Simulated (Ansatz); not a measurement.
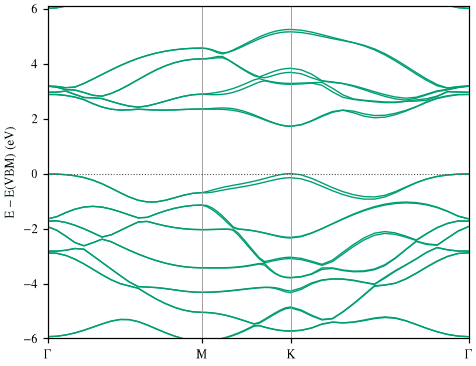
Fig. 1. Band structure from r²SCAN+D4 with spin–orbit coupling (plane waves, PAW; program Ansatz)

Q: Read off the gap and where the band edges lie.

A: About 1.7 eV (1.72 eV by a search for the band edges); maximum at K, minimum at K.

The material is monolayer MoS$_{2}$ (1H, P-6m2 in the vacuum cell, 3 atoms).

A layer that has been made, often on a substrate. Symmetry was held in the r²SCAN+D4 relaxation; whether a distortion lowers the energy is not shown. No spin polarisation was allowed.

Potentials: the later of the program's two PAW sets.
